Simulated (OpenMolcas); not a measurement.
**Multiconfigurational calculation for Ru³⁺ complex (part 2 of 2)**

The same run, continued: Ru³⁺ with 6 ligands (NH3; octahedron, 2.1 Å), with no charges around it. Method: state-averaged CASSCF, active space 5 electrons in the shell 4d, basis ANO-RCC-VTZP on the metal and ANO-RCC-VDZP on the ligands, DKH2 scalar Hamiltonian, spin-orbit coupling by RASSI with atomic mean-field integrals (OpenMolcas).

**The program's output (extracts), continued**
```
--- RASSI ---
SPIN-FREE ENERGIES:
  (Shifted by EMIN (a.u.) =      -4863.9662516256)

 SF State       Relative EMIN(au)   Rel lowest level(eV)    D:o, cm**(-1)

    26             0.0000000000        0.0000000000              0.0000
    27             0.0000000000        0.0000000000              0.0000
    28             0.0012578750        0.0342285224            276.0717
     2             0.0844077708        2.2968524540          18525.3644
     3             0.0844077708        2.2968524540          18525.3644
     4             0.0850749214        2.3150065465          18671.7870
     6             0.1099502839        2.9918996436          24131.2980
     5             0.1099502839        2.9918996436          24131.2980
     7             0.1106322080        3.0104557427          24280.9631
     1             0.1239378574        3.3725209086          27201.2156
    29             0.1295676501        3.5257153731          28436.8123
    30             0.1295676501        3.5257153731          28436.8123
    31             0.1301927193        3.5427243707          28573.9991
    32             0.1358272324        3.6960472839          29810.6318
    33             0.1453265924        3.9545380374          31895.5003
    34             0.1457845068        3.9669985231          31996.0009
    35             0.1457845068        3.9669985231          31996.0009
    36             0.1544028495        4.2015155751          33887.5085
    37             0.1544028495        4.2015155751          33887.5085
    38             0.1766069215        4.8057191550          38760.7390
    39             0.1771856960        4.8214684107          38887.7653
    40             0.1771856960        4.8214684107          38887.7653
    41             0.1792269401        4.8770134924          39335.7666
    42             0.1792269401        4.8770134924          39335.7666
    43             0.1798141330        4.8929918258          39464.6406
    44             0.1969496678        5.3592734823          43225.4557
     8             0.2209256968        6.0116944675          48487.5859
     9             0.2265307627        6.1642160805          49717.7556
    10             0.2265307627        6.1642160805          49717.7556
    45             0.2297364744        6.2514479403          50421.3280
    46             0.2297364744        6.2514479403          50421.3280
    11             0.2423412260        6.5944407028          53187.7512
    12             0.2425230320        6.5993878976          53227.6530
    13             0.2425230320        6.5993878976          53227.6530
    14             0.2503247991        6.8116847946          54939.9430
    15             0.2503247991        6.8116847946          54939.9430
    47             0.2665228906        7.2524573188          58495.0132
    48             0.2811032592        7.6492093605          61695.0342
    49             0.2811032592        7.6492093605          61695.0342
    50             0.2811696490        7.6510159183          61709.6051
Eigenvalues of complex Hamiltonian:
   -----------------------------------
  (Shifted by EMIN (a.u.) =      -4863.9662516256)

 SO State       Relative EMIN(au)   Rel lowest level(eV)    D:o, cm**(-1)

     1            -0.0060321536        0.0000000000              0.0000
     2            -0.0060321536        0.0000000000              0.0000
     3             0.0018374918        0.2141439598           1727.1875
     4             0.0018374918        0.2141439598           1727.1875
     5             0.0027184044        0.2381148115           1920.5255
     6             0.0027184044        0.2381148115           1920.5255
     7             0.0819689579        2.3946322350          19314.0115
     8             0.0819689579        2.3946322350          19314.0115
     9             0.0820534220        2.3969306201          19332.5492
    10             0.0820534220        2.3969306201          19332.5492
    11             0.0827858972        2.4168622839          19493.3089
    12             0.0827858972        2.4168622839          19493.3089
    13             0.0845184523        2.4640075118          19873.5608
    14             0.0845184523        2.4640075118          19873.5608
    15             0.0849589343        2.4759936366          19970.2355
    16             0.0849589343        2.4759936366          19970.2355
    17             0.0858554686        2.5003895781          20167.0020
    18             0.0858554686        2.5003895781          20167.0020
    19             0.1087645452        3.1237773109          25194.9632
    20             0.1087645452        3.1237773109          25194.9632
    21             0.1091439507        3.1341014605          25278.2330
    22             0.1091439507        3.1341014605          25278.2330
    23             0.1092704220        3.1375429202          25305.9903
    24             0.1092704220        3.1375429202          25305.9903
    25             0.1101569958        3.1616678198          25500.5707
    26             0.1101569958        3.1616678198          25500.5707
    27             0.1105635923        3.1727318769          25589.8084
    28             0.1105635923        3.1727318769          25589.8084
    29             0.1109064084        3.1820603755          25665.0478
    30             0.1109064084        3.1820603755          25665.0478
    31             0.1247205484        3.5579622763          28696.9011
    32             0.1247205484        3.5579622763          28696.9011
    33             0.1247312538        3.5582535852          28699.2506
    34             0.1247312538        3.5582535852          28699.2506
    35             0.1247370553        3.5584114510          28700.5239
    36             0.1247370553        3.5584114510          28700.5239
    37             0.1275840491        3.6358820998          29325.3668
    38             0.1275840491        3.6358820998          29325.3668
    39             0.1278841179        3.6440473879          29391.2243
    40             0.1278841179        3.6440473879          29391.2243
    41             0.1316656723        3.7469487243          30221.1796
Weights of the five most important spin-orbit-free states for each spin-orbit state.

 SO State  Total energy (au)           Spin-free states, spin, and weights
 -------------------------------------------------------------------------------------------------------
    1        -0.006032      27 0.5  0.3603   26 0.5  0.3603   28 0.5  0.2684    2 1.5  0.0028    3 1.5  0.0028
    2        -0.006032      27 0.5  0.3603   26 0.5  0.3603   28 0.5  0.2684    2 1.5  0.0028    3 1.5  0.0028
    3         0.001837      26 0.5  0.4963   27 0.5  0.4963    3 1.5  0.0015    2 1.5  0.0015    4 1.5  0.0015
    4         0.001837      26 0.5  0.4963   27 0.5  0.4963    3 1.5  0.0015    2 1.5  0.0015    4 1.5  0.0015
    5         0.002718      28 0.5  0.7228   27 0.5  0.1348   26 0.5  0.1348    4 1.5  0.0018    3 1.5  0.0013
    6         0.002718      28 0.5  0.7228   27 0.5  0.1348   26 0.5  0.1348    4 1.5  0.0018    3 1.5  0.0013
    7         0.081969       2 1.5  0.4109    3 1.5  0.4109    4 1.5  0.1331    1 2.5  0.0246    5 1.5  0.0063
    8         0.081969       2 1.5  0.4109    3 1.5  0.4109    4 1.5  0.1331    1 2.5  0.0246    5 1.5  0.0063
    9         0.082053       3 1.5  0.3237    2 1.5  0.3237    4 1.5  0.3074    1 2.5  0.0248    7 1.5  0.0069
   10         0.082053       3 1.5  0.3237    2 1.5  0.3237    4 1.5  0.3074    1 2.5  0.0248    7 1.5  0.0069
   11         0.082786       2 1.5  0.3288    3 1.5  0.3288    4 1.5  0.3036    1 2.5  0.0258   28 0.5  0.0030
   12         0.082786       2 1.5  0.3288    3 1.5  0.3288    4 1.5  0.3036    1 2.5  0.0258   28 0.5  0.0030
```

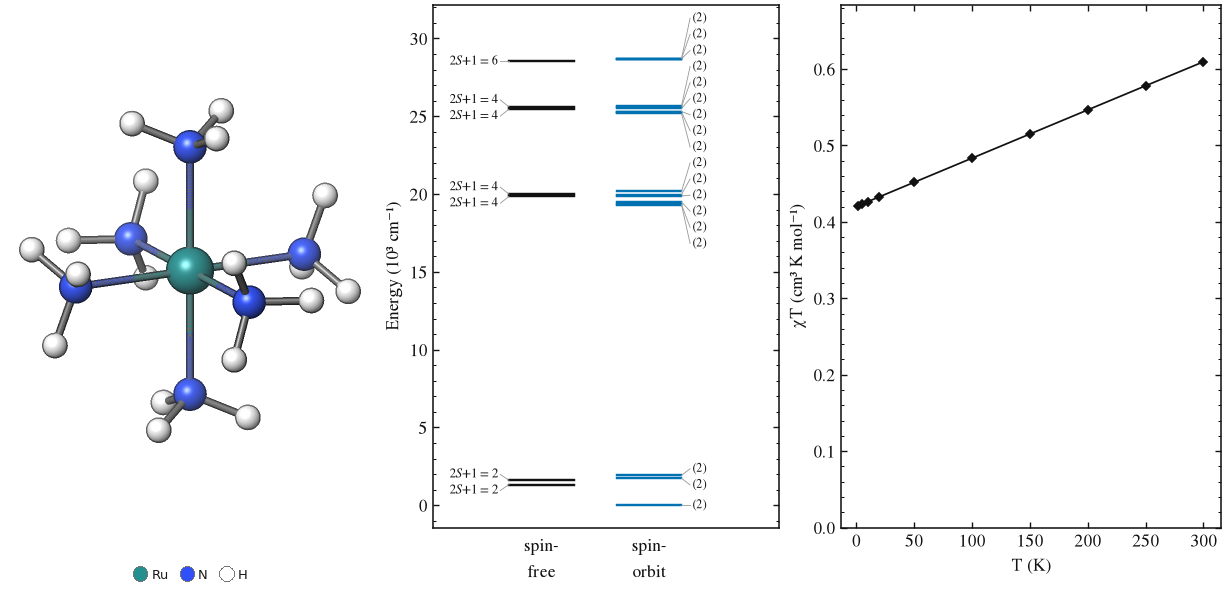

Ru³⁺ (4d⁵) with 6 ligands, NH₃, at 2.1 Å (arrangement: octahedron, Ci), and its levels and susceptibility. Labels give the representation in O, Td, D4 or D3 as the site allows (double group for half-integer spin) where it could be assigned and, in brackets, the degeneracy; spin-free states, where drawn, share the zero of the spin-orbit levels. Powder susceptibility by Van Vleck's formula. The ground level is a Kramers doublet, 99 % from states of spin multiplicity 2. Its principal g values are 1.90, 1.90 and 2.49. The next level lies at 1,730 cm⁻¹. χT is 0.421 cm³ K mol⁻¹ at 2 K and 0.610 at 300 K, an effective moment of 2.21 μB. The active orbitals hold 73 to 93 % metal character (Löwdin), and the Mulliken charge of the metal is +1.62.

**Key numbers**

| quantity | value |
| --- | --- |
| outcome | converged |
| energy of the lowest spin-free term | −4863.96625 hartree |
| energy of the lowest spin-orbit level | −4863.97228 hartree |
| largest spread among components of a term | 0.0 cm⁻¹ |
| hardware | 1 thread of Arm Neoverse V2, 24 GiB of memory available, shared host |
| wall time | 2.1 min |
| peak memory | 0.4 GiB |

**Notes**

Without dynamic correlation the splittings between terms come out too large, often by 20 to 50 %. Caveats: orbital doublet at a regular site, Jahn-Teller distortion not allowed for; small active space favours high spin, ground spin may be wrong; covalent bonds, ligand orbitals missing from the active space; distances are set from ionic radii, not optimised.
